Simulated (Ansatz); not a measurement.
Fields on a plane of CoO (rock salt)

```xyz
2
Lattice="0.0000 2.0836 2.0836 2.0836 0.0000 2.0836 2.0836 2.0836 0.0000" Properties=species:S:1:pos:R:3 pbc="T T T"
O      0.0000     0.0000     0.0000
Co     2.0836     2.0836     2.0836
```

The slice is a {100} plane (indices of the conventional cell) through the point (0.000, 0.000, 0.000) (fractional), spanned by u = [100] and v = [0 1 -1] in vectors of this cell: u (2.95 Å) and v (2.95 Å, at 90° to u). It covers one period; positions are fractions (u, v).

Atoms on it: O at (0.00, 0.00); Co at (0.50, 0.50).

Method: PBEsol (plane waves to 420 eV, PAW, scalar-relativistic; Ansatz, a program for electronic structure). k mesh 19×19×19. Near the nuclei the fields are pseudised (PAW); where an atom keeps semicore shells as valence, they peak there. CoO is run spin-polarised and with no Hubbard U; the real compound is an antiferromagnetic insulator, a state that this run doesn't describe. CoO was relaxed with its symmetry unable to fall. Relaxed CoO ends ferromagnetic. Other magnetic orders were not checked, so this need not be the ground state.

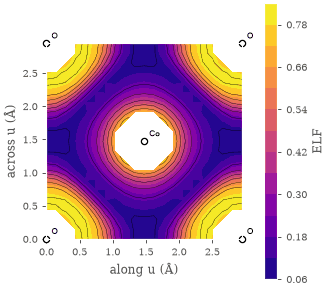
Fig. 1. ELF of the up spins, one period of the plane, atoms marked. Points within 0.4 Å of a nucleus are left white, as the pseudised field means little there.

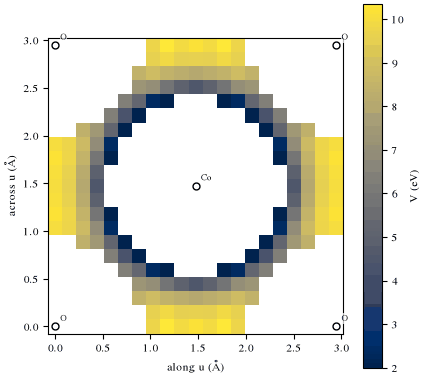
*Electrostatic potential energy of an electron, from the cell's mean, in eV, one period of the plane, atoms marked. Points within 0.9 Å of a nucleus are left white, as the pseudised field means little there. Values under 2 eV are set to 2. The zero, the cell's mean, hangs on the PAW cores.*

| Property | Value |
|---|---|
| Density on the O–Co line (2.08 Å) at its midpoint | 0.47 e/Å³ |
| ELF at that point | 0.14 |
